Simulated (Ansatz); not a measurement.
# Calculations on HfAlN₂H₈O₂Cl

### Relaxation

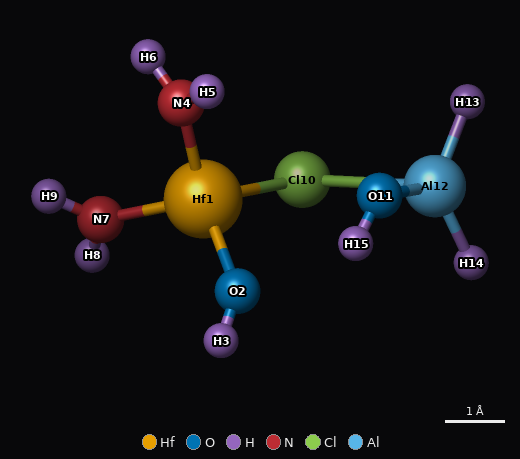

HfAlN$_{2}$H$_{8}$O$_{2}$Cl, before the relaxation. The picture is a ball-and-stick view, seen at a tilt.

The run prepares an end point of a later path (reaction) calculation, from a guessed geometry.

All numbers below come from Ansatz 0.2.0, RHF/def2-SVP.

The input:
```yaml
crystal:
  periodic: [false, false, false]
  atoms:
    - { symbol: Hf, position_ang: [-0.001121, 0.098529, -0.034284] }
    - { symbol: O, position_ang: [-0.168447, -0.050064, 1.97665] }
    - { symbol: H, position_ang: [-0.488258, 0.410095, 2.733821] }
    - { symbol: "N", position_ang: [1.923678, 0.344939, -0.619294] }
    - { symbol: H, position_ang: [2.721405, 0.006313, -0.106713] }
    - { symbol: H, position_ang: [2.246643, 0.729525, -1.491518] }
    - { symbol: "N", position_ang: [-0.957331, 1.731337, -0.771977] }
    - { symbol: H, position_ang: [-1.951544, 1.867137, -0.847149] }
    - { symbol: H, position_ang: [-0.500839, 2.566665, -1.097368] }
    - { symbol: Cl, position_ang: [-1.155351, -1.863656, -1.04525] }
    - { symbol: O, position_ang: [0.952668, -2.683083, 1.355856] }
    - { symbol: Al, position_ang: [-0.033476, -3.834051, 0.535637] }
    - { symbol: H, position_ang: [0.677055, -4.662403, -0.599158] }
    - { symbol: H, position_ang: [-1.364313, -4.307744, 1.244866] }
    - { symbol: H, position_ang: [0.662032, -2.101238, 2.074581] }
basis:
  gaussian: { orbitals: def2-SVP }
hamiltonian:
  xc: hf
relax:
  f_tol: 0.03
  max_steps: 50
```

Run as
```bash
ansatz run input.yaml --threads 4 --pin off --max-ram 5120MiB --backend cpu --events-out ev --progress --plain --runs-dir out
```

> Predict the outcome.

Over 25 accepted moves (30 points after the start) the energy falls by 28.9 kcal/mol. The largest force component goes from 1.6 to 0.026 eV/Å. The line search rejected the trial steps at points 12, 20, 23, 26, 29 of the run. H9 moves most after the best rigid fit: 1.93 Å. By element the largest moves are H 1.93 Å, O 1.17 Å, Cl 1.11 Å, N 0.93 Å, Al 0.72 Å, Hf 0.53 Å. Near-neighbour distances that change, for instance: Hf1–O11 3.253 → 2.180 Å, Cl10–Al12 2.764 → 2.298 Å, Hf1–H15 3.119 → 2.778 Å, Hf1–Cl10 2.491 → 2.781 Å. New bonds form, among them: Hf1–O11 (3.25 → 2.18 Å). Bond angles that change, for instance: O2–Hf1–Cl10 107.9° → 162.1°, Hf1–O2–H3 142.3° → 175.3°, N4–Hf1–Cl10 114.8° → 87.1°. Groups turn about O11–Al12 by about 100°, Hf1–Cl10 by about 45°. Cost: 84 s on 4 threads of Arm Neoverse V2, on a shared host, peak memory 0.51 GiB.

History of the run:

| step | E − E(0), kcal/mol | largest force component, eV/Å | note |
| --- | --- | --- | --- |
| 0 | 0.00 | 1.6190 |  |
| 1 | -3.96 | 1.2238 |  |
| 2 | -9.78 | 1.8962 |  |
| 3 | -14.99 | 2.2493 |  |
| 4 | -19.48 | 1.3507 |  |
| 5 | -21.01 | 0.5642 |  |
| 6 | -22.49 | 0.5342 |  |
| 7 | -22.78 | 1.1383 |  |
| 8 | -23.66 | 1.1741 |  |
| 9 | -24.78 | 0.6876 |  |
| 10 | -25.52 | 0.1832 |  |
| 11 | -25.93 | 0.7242 |  |
| 12 | -25.91 | 1.1116 | rejected |
| 13 | -26.58 | 0.1835 |  |
| 14 | -26.92 | 0.1509 |  |
| 15 | -27.34 | 0.2198 |  |
| 16 | -27.61 | 0.4631 |  |
| 17 | -27.86 | 0.3015 |  |
| 18 | -28.03 | 0.3289 |  |
| 19 | -28.28 | 0.5035 |  |
| 21 | -28.55 | 0.0896 |  |
| 22 | -28.70 | 0.1038 |  |
| 23 | -28.70 | 0.4685 | rejected |
| 24 | -28.81 | 0.0451 |  |
| 25 | -28.86 | 0.1009 |  |
| 26 | -28.85 | 0.2723 | rejected |
| 27 | -28.90 | 0.0354 |  |
| 28 | -28.92 | 0.0518 |  |
| 29 | -28.92 | 0.0484 | rejected |
| 30 | -28.93 | 0.0262 |  |

The structure at the end:

```xyz
15

Hf    0.3232   -0.0921    0.3345
O     0.6316    0.7029    2.0643
H     0.7843    1.1577    2.8710
N     2.1152    0.2359   -0.6153
H     2.9002    0.7222   -0.2185
H     2.3315    0.0100   -1.5707
N    -1.2918    0.9783   -0.3500
H    -1.7224    0.8901   -1.2540
H    -1.7295    1.7413    0.1372
Cl   -0.2389   -1.9392   -1.6669
O    -0.0290   -2.0647    1.1933
Al   -0.4118   -3.4654    0.0418
H     0.7853   -4.4935   -0.0060
H    -1.9068   -3.9419    0.2164
H     0.0218   -2.1892    2.1315
```

After the run, drawn alike:

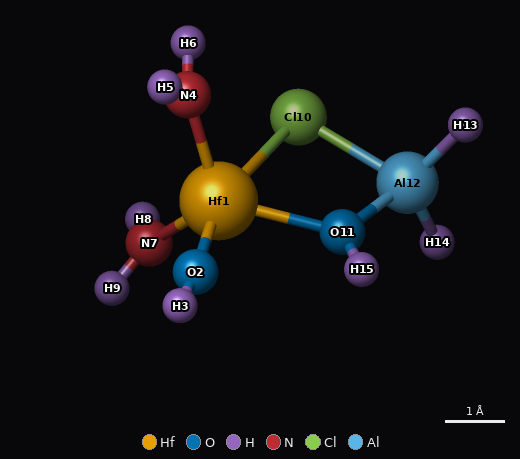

Limits of the set-up: Hartree-Fock leaves out electron correlation.

### Relaxation

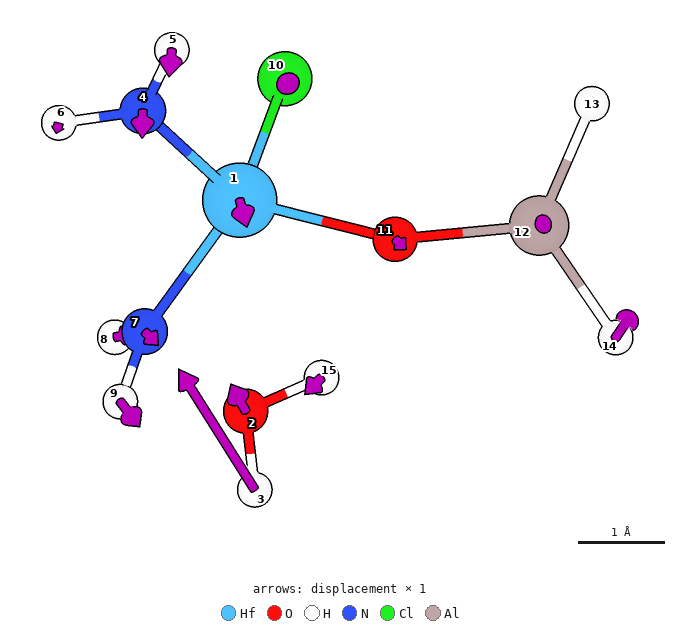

This is a relaxation of HfAlN$_{2}$H$_{8}$O$_{2}$Cl. The starting structure is drawn; purple arrows show the displacements, at their true length. The two geometries are superimposed by the best rigid fit.

Style: ball-and-stick. Shown at a tilt.

The run prepares an end point of a later path (reaction) calculation, from a guessed geometry.

Method: RHF/def2-SVP in Ansatz. Settings: no spin polarisation; force threshold 0.03 eV/Å; at most 50 steps.

> Atoms of which element are displaced furthest, and by how much?

Hydrogen: up to 1.78 Å, against 0.49 Å for oxygen.

> What happened in the run?

The largest move after the best rigid fit is that of H3, 1.78 Å. By element the largest moves are H 1.78 Å, O 0.49 Å, Hf 0.42 Å, Cl 0.41 Å, N 0.40 Å, Al 0.27 Å. Some distances before and after: Hf1–H3 3.894 → 2.919 Å, Hf1–O2 3.263 → 2.405 Å, Hf1–H15 3.066 → 2.839 Å, Hf1–O11 2.034 → 1.986 Å. New bonds form, among them: Hf1–O2 (3.26 → 2.40 Å). Among the angles between lasting bonds that change: Cl10–Hf1–O11 104.4° → 96.7°, N7–Hf1–Cl10 104.8° → 97.8°, N7–Hf1–O11 117.8° → 124.1°. Groups turn about O11–Al12 by about 30°. Over 30 accepted moves (32 points after the start) the energy falls by 39.9 kJ/mol. Largest force component: 1.2 eV/Å at the start, 0.025 eV/Å at the end. The line search rejected the trial steps at points 16, 22 of the run. The forces were under the threshold at step 26, but the run went on from there. The run took 90 s on 4 threads of Arm Neoverse V2, with other jobs on the host, peak memory 0.51 GiB.

Limits of the set-up: the start holds two separate molecules, 2.2 Å apart at their closest, whose relative position is a soft coordinate and is computed without a dispersion correction; Hartree-Fock leaves out electron correlation.

### Path

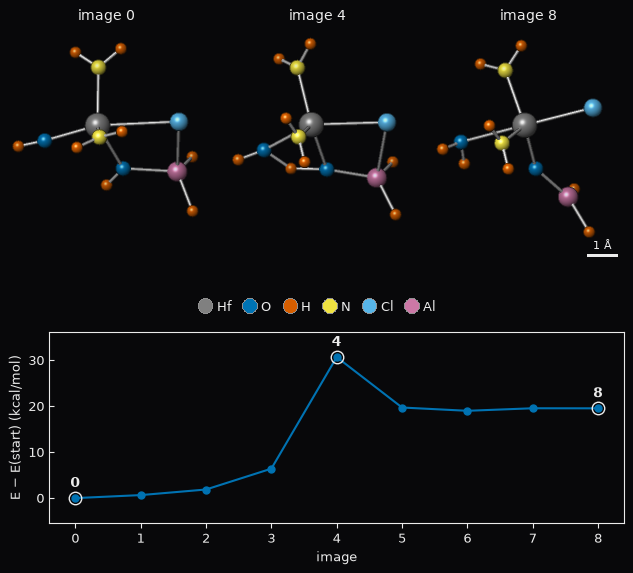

A search for the minimum-energy path of HfAlN2H8O2Cl by the nudged elastic band. Images are numbered from 0 (start) to 8 (end). The picture is a ball-and-stick view, seen from a free direction.

Method: Ansatz, RHF/def2-SVP. Set-up: 7 movable images; climbing image; force threshold 0.05 eV/Å; iteration limit 60; starting path through a guess of the saddle point.

Question: What happens along the path, and what is the barrier?

Answer: Forward barrier 30.7 kcal/mol, backward barrier 11.1 kcal/mol, with image 4 at the top; the reaction energy is +19.5 kcal/mol. Breaking: Al–Cl (2.30 → 4.08 Å), H–O (0.95 → 2.45 Å). Forming: H–O (2.96 → 0.95 Å). The band is converged. At the top, the vibrational analysis gives one imaginary mode (1559i cm⁻¹), as a transition state must have.

Limits of the set-up: Hartree-Fock leaves out electron correlation.

Cost: 13 min on 4 threads of Arm Neoverse V2 (shared host), peak memory 0.53 GiB.
